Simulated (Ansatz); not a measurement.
```xyz
4

H    -0.4107   -0.7307   -0.3811
F    -0.7243    1.2862    0.1521
O     0.2190   -0.5376    0.3229
H     0.9159   -0.0179   -0.0939
```

The product side of a reaction path; geometry: PBE0-D4/def2-TZVP.

Computed with UKS PBE0-D4/def2-TZVPP (Ansatz 0.2.0).

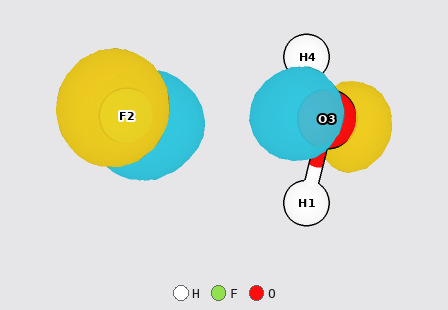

H$_{2}$O···F (doublet). The HOMO−1 (β) at ±0.3 Å⁻³ᐟ² (yellow and cyan are the two phases), seen at a tilt.

> Where does this orbital lie, and at what energy?

By Hirshfeld shares it lies mainly on F2 (about 70 %) and O3 (about 25 %); largely a lone pair of F2. Its energy is −10.40 eV.
